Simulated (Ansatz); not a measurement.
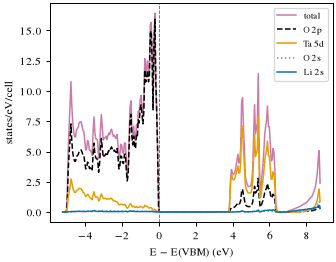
Total and projected density of states of LiTaO₃ in space group R3c (No. 161; Li on 6a, Ta on 6a, O on 18b), DFT-PBEsol in the program Ansatz with PAW potentials

Q: Which orbitals carry the states next to the gap?

A: Top 1 eV of the valence band: O 2p 95 %. Bottom 1 eV of the conduction band: Ta 5d 79 %, O 2p 17 %. Projections are on Löwdin-orthogonalised atomic valence shells; empty p or d shells of many metals are not among them.

Symmetry was held in the PBEsol relaxation. No spin polarisation was allowed. Scalar-relativistic: spin–orbit coupling is off unless named, which matters more the heavier the elements.

Potentials: the later of the program's two PAW sets.
